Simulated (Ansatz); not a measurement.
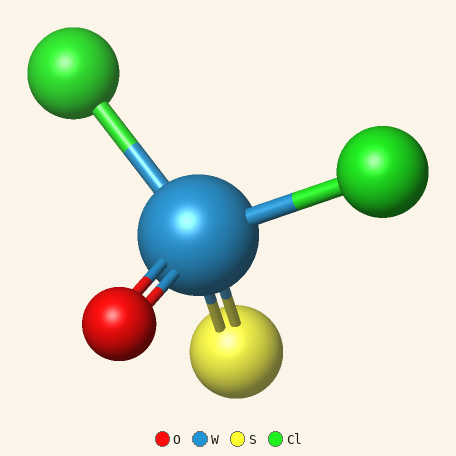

A ball-and-stick model of a molecule. Multiple sticks mark multiple bonds (one Kekulé form).

The species is neutral and a spin singlet.

Identify the structure.

It has 5 atoms: 1 tungsten, 1 sulfur, 2 chlorine and 1 oxygen (WSCl2O). SMILES: `[O]=[W](=[S])([Cl])[Cl]`. The point group is Cs. Coordination: 1 W tetrahedral.

The parts below concern this one geometry. Atoms keep their numbers from picture to picture. The geometry was computed by an optimisation with PBE0-D4/def2-TZVP.

**Dipole moment**

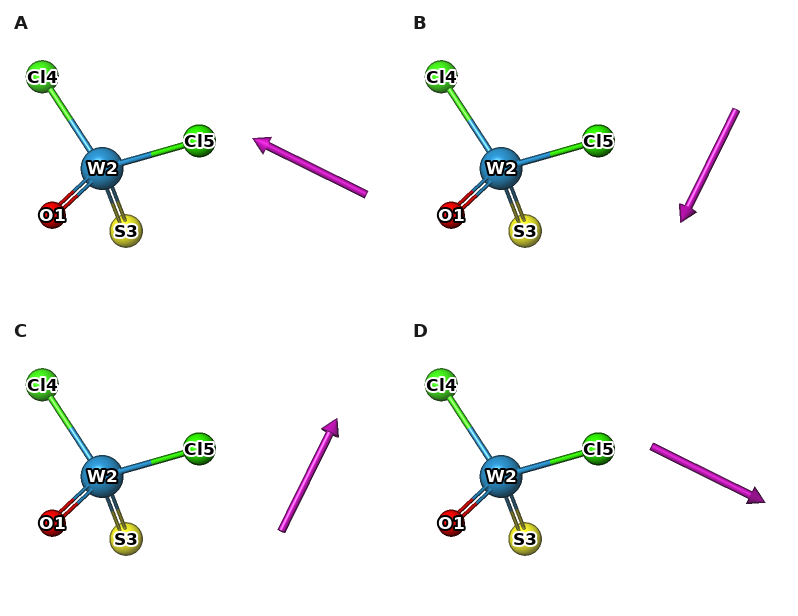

The same molecule four times, each with an arrow. Method: RKS ωB97M-V/def2-TZVPP, core potentials on W (Ansatz 0.2.0).

Question: Which arrow points along the dipole moment, from the negative to the positive end?

Answer: C. The dipole moment is 1.42 D; it points from the side of O1 to the side of Cl4, Cl5 (the outermost atoms at the two ends).

**Vibrations**

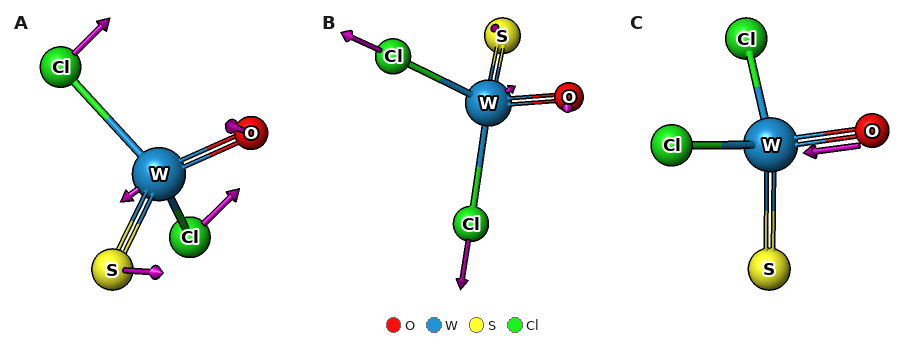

3 normal modes of one molecule or complex, as arrows. Harmonic vibrations computed with RKS PBE0-D4/def2-TZVP, core potentials on W (Ansatz 0.2.0) at a stationary point of the same level.

Question: Match the panels to the wavenumbers 147 cm⁻¹, 419 cm⁻¹, 1048 cm⁻¹.

Answer: A: 147 cm⁻¹, Cl–W–S bending
B: 419 cm⁻¹, in-phase stretching of 2 W–Cl bonds
C: 1048 cm⁻¹, W–O stretching

**Charges**

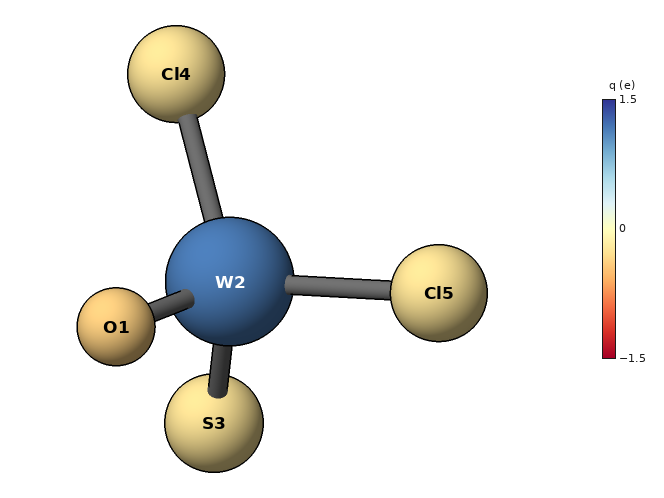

Atoms are coloured by their Mulliken charges. Method: RKS PBE0-D4/def2-TZVP, core potentials on W (Ansatz 0.2.0).

List the Mulliken charges.

| atom | value (e) |
| --- | --- |
| O1 | −0.40 |
| W2 | 1.15 |
| S3 | −0.25 |
| Cl4 | −0.25 |
| Cl5 | −0.25 |

**Thermal motion**

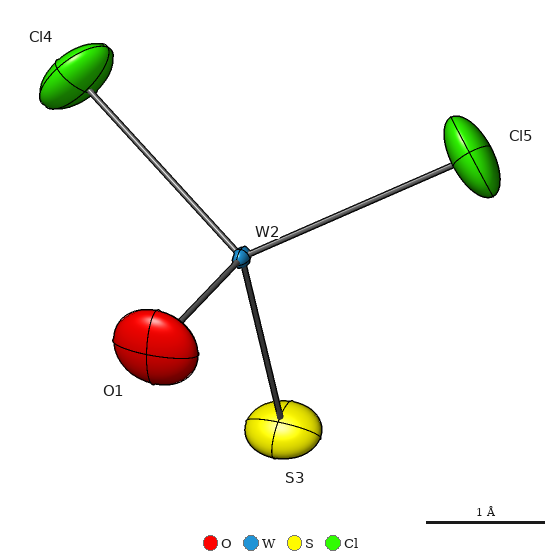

Displacement ellipsoids at the 50 % level, enlarged 3 times, from the internal vibrations of the free molecule (harmonic, no overall translation or rotation; no half-axis is drawn under 0.075 Å). Vibrations computed with RKS PBE0-D4/def2-TZVP, core potentials on W (Ansatz 0.2.0). Temperature: 298 K.

Question: Which atom moves most?

Answer: O1, with U_eq = 0.0047 Å².

List U_eq and the three principal root-mean-square amplitudes for each kind of atom.

```
    atom  U_eq (Å²)   rms amplitudes (Å)
      O1     0.0047  0.039, 0.073, 0.086
      W2    0.00039  0.016, 0.019, 0.023
      S3     0.0034  0.033, 0.058, 0.075
Cl4, Cl5     0.0039  0.039, 0.058, 0.083
```

Mulliken values depend strongly on the basis set and can even reverse the polarity of a bond.
